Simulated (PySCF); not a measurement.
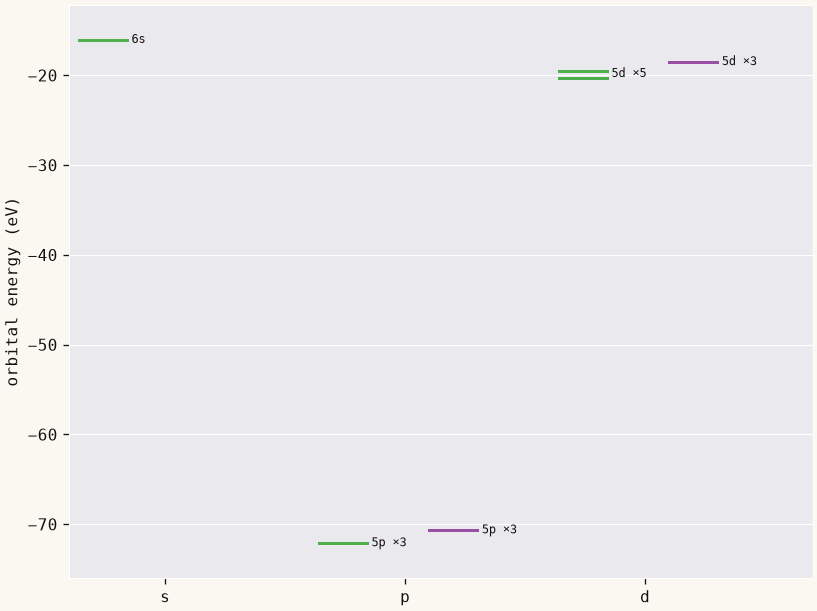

Figure 1. Orbital energies of the mean field, from the top down to −72.1 eV, by angular momentum, α spin at the left of each column and β at the right; ×n counts the orbitals under one label. The highest filled orbital is 6s α at −16.1 eV, the lowest empty one d β at −12.1 eV.

## Pt⁺: atomic calculation

- system: Pt⁺, configuration 1s2 2s2 2p6 3s2 3p6 3d10 4s2 4p6 4d10 4f14 5s2 5p6 5d8 6s1, multiplicity 4.
- method: unrestricted MN15, x2c-TZVPPall, spin-free X2C-1e, Gaussian nucleus (PySCF)

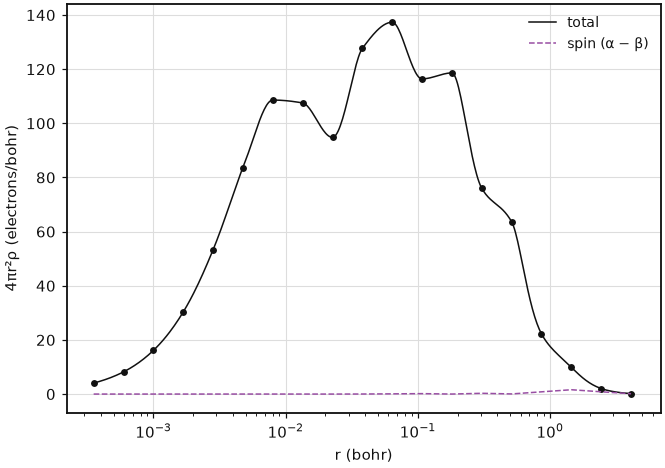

Figure 2. Spherically averaged radial density 4πr²ρ of the mean field and its spin part; markers are the stored points, which are sparse, and the line is a monotone interpolation between them. The largest stored value is 137 electrons/bohr at r = 0.064 bohr. Root-mean-square radii of the shells: 4d 0.506, 4f 0.571, 5s 1.01, 5p 1.17, 5d 1.73, 6s 2.80 bohr.

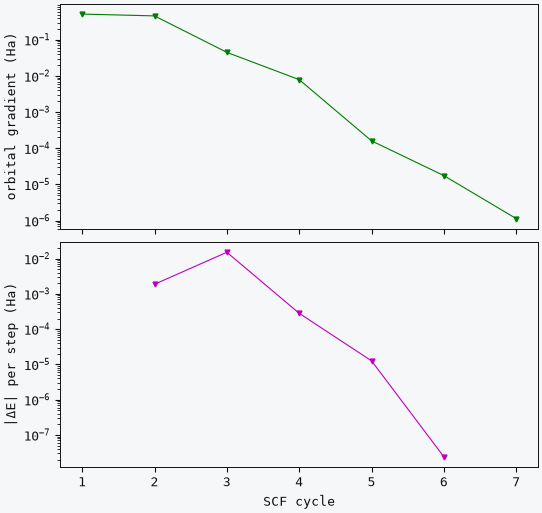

Figure 3. Convergence: orbital gradient and change of the energy from step to step (the smallest changes aren't drawn) against the SCF cycle. The residual falls at every step. It goes from 0.52 to 1.1×10⁻⁶ in 7 steps.

These pictures come from the run below.

**The input**
```python
from pyscf import gto, scf, dft, mp, cc
import basis_set_exchange as bse
mol = gto.M(atom="Pt 0 0 0", charge=1, spin=3, symmetry="D2h",
            basis=gto.basis.parse(bse.get_basis("x2c-TZVPPall", elements=["Pt"], fmt="nwchem")),
            nucmod="G")
mf = dft.UKS(mol, xc="MN15").sfx2c1e()
mf.irrep_nelec = {'Ag': (12, 9), 'B1g': (3, 3), 'B2g': (3, 3), 'B3g': (3, 3), 'Au': (1, 1), 'B1u': (6, 6), 'B2u': (6, 6), 'B3u': (6, 6)}
mf.kernel()
```

The script is an equivalent of what the driver set up; the driver started from orbitals of its own, so the log can be shorter than this script's would be, and it computed the properties (radii, ⟨L²⟩, response) afterwards. It held the occupations shell by shell, which the script's counts by irreducible representation don't always enforce.

**Output (extracts)**
```
damping factor = 0
level_shift factor = 0
DIIS = <class 'pyscf.scf.diis.CDIIS'>
diis_start_cycle = 1
diis_space = 10
diis_damp = 0
SCF conv_tol = 1e-09
SCF conv_tol_grad = None
number electrons alpha = 40  beta = 37
XC functionals = MN15
    H. S. Yu, X. He, S. L. Li, and D. G. Truhlar.,  Chem. Sci. 7, 5032-5051 (2016)
    H. S. Yu, X. He, S. L. Li, and D. G. Truhlar.,  Chem. Sci. 7, 5032-5051 (2016)
cycle= 1 E= -18427.821240084  delta_E= -0.127  |g|= 0.515  |ddm|= 0.617
cycle= 2 E= -18427.819371552  delta_E= 0.00187  |g|= 0.458  |ddm|= 0.351
cycle= 3 E= -18427.8344428777  delta_E= -0.0151  |g|= 0.045  |ddm|= 0.202
cycle= 4 E= -18427.8347238083  delta_E= -0.000281  |g|= 0.00792  |ddm|= 0.0385
cycle= 5 E= -18427.8347364315  delta_E= -1.26e-05  |g|= 0.000161  |ddm|= 0.00587
cycle= 6 E= -18427.8347364556  delta_E= -2.41e-08  |g|= 1.76e-05  |ddm|= 0.00106
cycle= 7 E= -18427.834736456  delta_E= -4.55e-10  |g|= 1.14e-06  |ddm|= 0.000158
converged SCF energy = -18427.834736456  <S^2> = 3.7509948  2S+1 = 4.0004974
```

**Results in brief**

```tsv
quantity	value
outcome	converged
total energy	−18427.8347 hartree
⟨S²⟩	3.751
⟨L²⟩	12.01
SCF iterations	7
hardware	1 CPU thread, shared host
CPU time	13 s (integrals apart)
```

**Notes**

Radii and densities are those of the two-component orbitals, without the picture-change correction, so the innermost s shells come out slightly too small (about 1 % for 1s near Z = 40, more for heavier atoms). This is not the ground configuration of the species.
